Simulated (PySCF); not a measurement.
## A study: ZnMe(SiH3) (CH6SiZn)

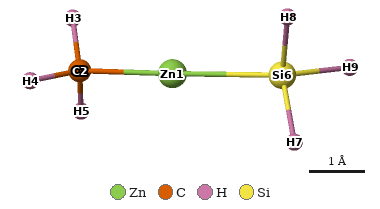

The molecule, with its atoms numbered as below. No frequency check shows the geometry to be a minimum.

Coordinates in Å:

```
Zn1      0.4114    0.0143    0.0012
C2       2.4823   -0.0219   -0.0019
H3       2.8755   -0.8595    0.5720
H4       2.9186    0.8786    0.4257
H5       2.8917   -0.1170   -1.0061
Si6     -2.0042   -0.0097   -0.0008
H7      -2.6402    1.1370   -0.6672
H8      -2.6230   -0.0254    1.3339
H9      -2.5986   -1.1759   -0.6731
```

Part 1: Bonding charge

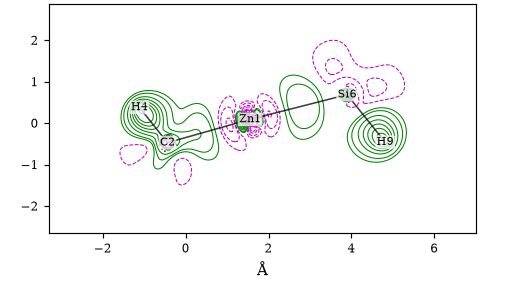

Deformation density (molecule less spherical, spin-averaged free atoms) in the plane of Zn1, C2, H4, Si6 and H9; contours at ±0.05 to ±0.8 e/Å³; solid green lines: gain, dashed magenta lines: loss.

Level of theory: B3LYP/def2-SVPD (PySCF), at a geometry from GFN2-xTB.

Q: How much density has each bond in this plane gained at its critical point, relative to the free atoms?

A: C2–H4: +0.63 e/Å³ at the bond critical point (bond length 1.09 Å). Si6–H9: +0.16 e/Å³ at the bond critical point (bond length 1.47 Å). Zn1–Si6: +0.16 e/Å³ at the bond critical point (bond length 2.42 Å). Zn1–C2: +0.11 e/Å³ at the bond critical point (bond length 2.07 Å). In all, 1.9 electrons gather in the regions of gain relative to the promolecule. A small or negative value marks a very polar bond, one between electron-rich atoms, whose free-atom densities already overlap strongly, a long bond to a heavier atom, or a closed-shell contact such as a hydrogen bond.

Q: Where do the Hirshfeld charges lie?

A: The highest Hirshfeld charge is on Zn1 (+0.39 e), the lowest on C2 (−0.27 e).

| atom | charge (e) |
| --- | --- |
| Zn1 | +0.39 |
| C2 | −0.27 |
| H3 | +0.01 |
| H4 | +0.01 |
| H5 | +0.01 |
| Si6 | +0.12 |
| H7 | −0.09 |
| H8 | −0.09 |
| H9 | −0.09 |

Part 2: Local ionisation energy

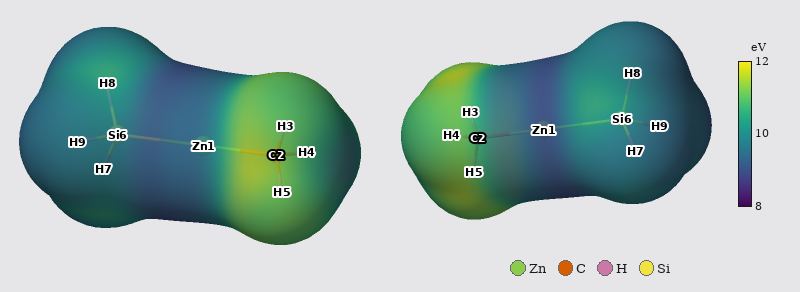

Average local ionisation energy on the surface of electron density 0.001 a.u. (back view left, front view right).

Q: Locate the minima of the map.

A: The lowest value is 8.9 eV, 2.1 Å from Zn1. Further minima include 9.2 eV, near H4 (1.87 Å), H3 (1.94 Å), H5 (2.06 Å) and C2 (2.09 Å); 9.3 eV, 1.6 Å from H9, and at like points elsewhere. For comparison, the highest occupied orbital lies at −6.9 eV.

Part 3: Excited states

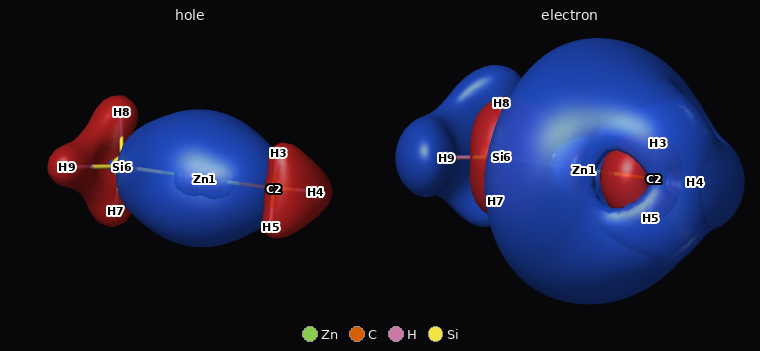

Leading natural transition orbital pair of S₄ (TDA singlet states); the surfaces enclose about 78 % of each orbital's density.

Method: PBE0/def2-SVP; geometry: GFN2-xTB; program: PySCF. Without diffuse functions Rydberg states are missing, so the states' numbers hold for this basis only.

Q: Give its energy and the atoms that hole and electron lie on.

A: 7.91 eV (157 nm), f = 0.015, mixed metal–ligand; the leading pair carries 92 %; hole on Zn1 (47 %), Si6 (21 %) and C2 (16 %), electron on Zn1 (47 %), Si6 (18 %) and C2 (14 %); their centroids lie 0.3 Å apart; S₅ lies within 0.1 eV of it. In canonical orbitals it is mainly HOMO−1 → LUMO+2 (73 %). The HOMO–LUMO gap is 6.99 eV.
